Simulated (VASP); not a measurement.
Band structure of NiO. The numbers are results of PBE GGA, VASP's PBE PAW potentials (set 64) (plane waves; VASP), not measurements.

The cell holds a wide vacuum, so values per volume refer to the whole cell. The moments were started parallel, and other spin orders were not tried in this run.

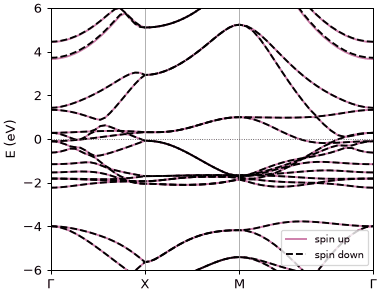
Fig. 1. Bands along high-symmetry lines, zero at the valence-band maximum or, without a gap, the Fermi level

Q: Read the plot: is there a gap, and where are the band edges?

A: It has no gap at this level: it comes out as a metal or semimetal.

The cell is a sheet with vacuum, built from a generated structure.
